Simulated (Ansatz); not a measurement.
A series of calculations on SiH$_{4}$ClF

### Relaxation

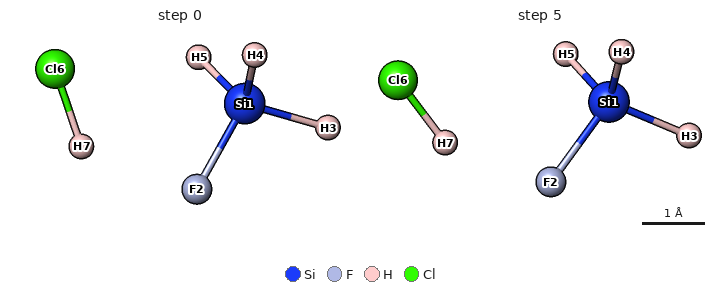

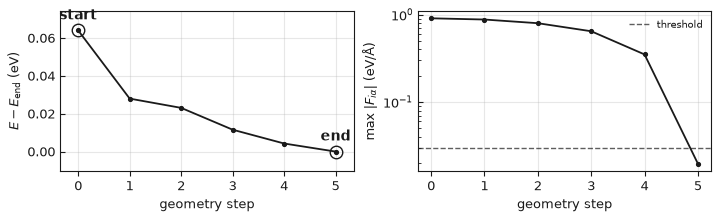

First and last geometry of a relaxation of SiH$_{4}$ClF, with the history of the run. A ball-and-stick model, seen at a tilt.

The run prepares an end point of a later path (reaction) calculation, from a guessed geometry.

Method: RKS PBE0-D4/def2-SVP (Ansatz 0.2.0).

Input file:
```yaml
crystal:
  periodic: [false, false, false]
  atoms:
    - { symbol: Si, position_ang: [0.218067, 0.0, -0.070422] }
    - { symbol: F, position_ang: [0.247003, 0.0, 1.54654] }
    - { symbol: H, position_ang: [1.643708, 0.0, -0.512433] }
    - { symbol: H, position_ang: [-0.452282, 1.235558, -0.553808] }
    - { symbol: H, position_ang: [-0.452282, -1.235558, -0.553808] }
    - { symbol: Cl, position_ang: [-2.86158, 0.0, 1.209996] }
    - { symbol: H, position_ang: [-1.813832, 0.0, 2.030536] }
basis:
  gaussian: { orbitals: def2-SVP }
hamiltonian:
  xc: pbe0
  dispersion: d4
relax:
  f_tol: 0.03
  max_steps: 50
```

Launched with:
```bash
ansatz run input.yaml --threads 1 --pin off --max-ram 2048MiB --backend cpu --events-out ev --progress --plain --runs-dir out
```

> What do the curves and the structures tell?

It converged. The atom that moves furthest after the best rigid fit is Cl6 (0.35 Å). Largest moves by element: Cl 0.35 Å, F 0.16 Å, H 0.13 Å, Si 0.08 Å. Among the contacts that change: Cl6–H7 1.331 → 1.293 Å, Si1–F2 1.617 → 1.643 Å, Si1–H3 1.493 → 1.488 Å. After 5 geometry steps the energy has fallen by 0.064 eV. The largest force component goes from 0.91 to 0.02 eV/Å.

### Relaxation

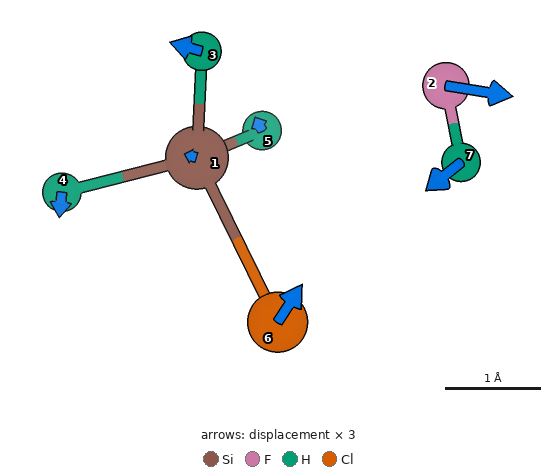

This is a relaxation of SiH4ClF. The starting structure is drawn; blue arrows show the displacements, 3 times their true length. The two geometries are superimposed by the best rigid fit.

Style: ball-and-stick. Shown at a tilt.

The run prepares an end point of a later path (reaction) calculation, from a guessed geometry.

Theory: RKS PBE0-D4/def2-SVP in Ansatz 0.2.0.

The input:
```yaml
crystal:
  periodic: [false, false, false]
  atoms:
    - { symbol: Si, position_ang: [-0.438337, 0.190857, -0.376227] }
    - { symbol: F, position_ang: [0.094591, -0.773026, 2.194334] }
    - { symbol: H, position_ang: [0.733466, 0.853736, 0.24377] }
    - { symbol: H, position_ang: [-0.675797, 0.763864, -1.731219] }
    - { symbol: H, position_ang: [-0.30834, -1.283784, -0.476138] }
    - { symbol: Cl, position_ang: [-2.182607, 0.663714, 0.726418] }
    - { symbol: H, position_ang: [-0.694176, -0.415361, 2.515663] }
basis:
  gaussian: { orbitals: def2-SVP }
hamiltonian:
  xc: pbe0
  dispersion: d4
relax:
  f_tol: 0.03
  max_steps: 50
output:
  orbitals: {}
```

Command:
```bash
ansatz run input.yaml --threads 1 --pin off --max-ram 2048MiB --backend cpu --events-out ev --progress --plain --runs-dir out
```

Q: Describe the change and its energy.

A: The atom that moves furthest after the best rigid fit is F2 (0.25 Å). By element the largest moves are F 0.25 Å, H 0.19 Å, Cl 0.17 Å, Si 0.05 Å. Among the contacts that change: Si1–Cl6 2.117 → 2.096 Å, F2–H7 0.924 → 0.929 Å. After 5 accepted moves (6 points after the start) the energy has fallen by 5.82 kJ/mol. The largest force component goes from 0.41 to 0.021 eV/Å. The line search rejected the trial step at point 1 of the run.

Limits of the set-up: the start holds two separate molecules, 2.6 Å apart at their closest, whose relative position is a soft coordinate.

### Path

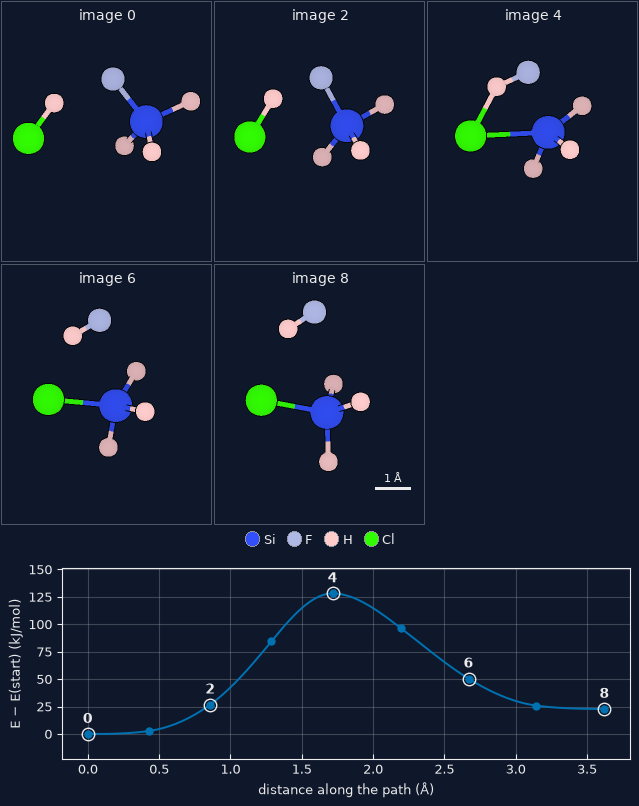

NEB run on SiH4ClF. Images are numbered from 0 (start) to 8 (end). Style: ball-and-stick. Shown at a tilt.

Theory: RKS PBE0-D4/def2-SVP in Ansatz 0.2.0. Set-up: 7 movable images; climbing image; force threshold 0.05 eV/Å; iteration limit 60; starting path through a guess of the saddle point.

> Read off the barrier and say what moves.

Breaking: Cl–H (1.29 → 2.24 Å), F–Si (1.64 → 3.07 Å). Forming: F–H (1.94 → 0.93 Å), Cl–Si (3.68 → 2.10 Å). Forward barrier 128.2 kJ/mol, backward barrier 105.4 kJ/mol, with image 4 at the top; the reaction energy is +22.8 kJ/mol. The band converged in 13 iterations. The largest component of the band force went from 4.1 to 0.018 eV/Å. The climbing image converged on the top of the path. Its vibrational analysis gives one imaginary mode (438i cm⁻¹), as a transition state must have.
